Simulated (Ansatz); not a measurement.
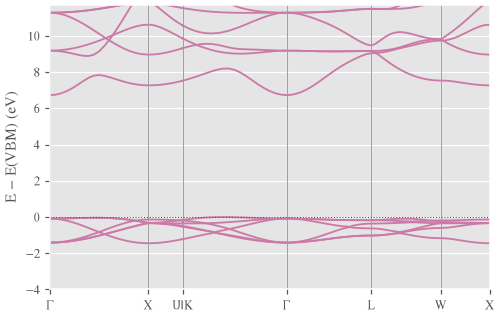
Fig. 1. Band structure from the program Ansatz at the PBE level (PAW)

Q: Read off the gap and where the band edges lie.

A: About 6.7 eV (6.73 eV by a search for the band edges); maximum on the K–Γ line, 39 % of the way from K, minimum at Γ.

The material is BaF₂ (fluorite, space group No. 225).

Space group Fm-3m (fluorite). Symmetry was held in the PBE relaxation. Scalar-relativistic: spin–orbit coupling is off unless named, which matters more the heavier the elements.

Potentials: the later of the program's two PAW sets.
